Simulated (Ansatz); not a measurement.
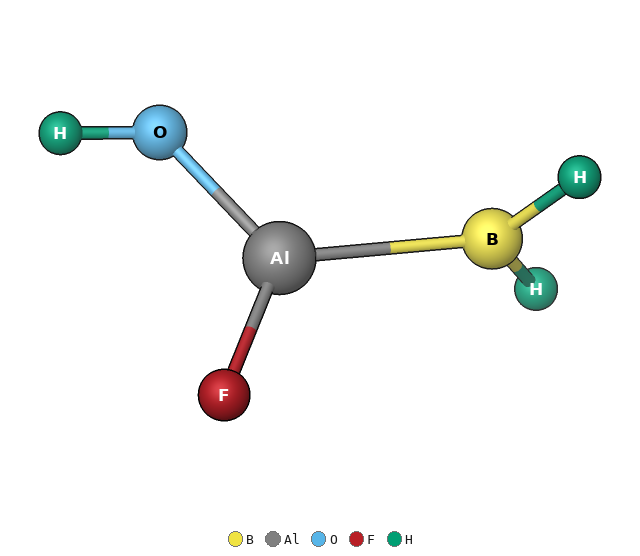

The geometry was computed by an optimisation with PBE-D4/def2-SVP. No frequency run is at hand to confirm it as a minimum. Properties computed with RKS PBE-D4/def2-SVP (Ansatz 0.2.0).

### Give the dipole moment at this level.

0.69 D.

### Give the dispersion correction at this level.

−9.3 kJ/mol.
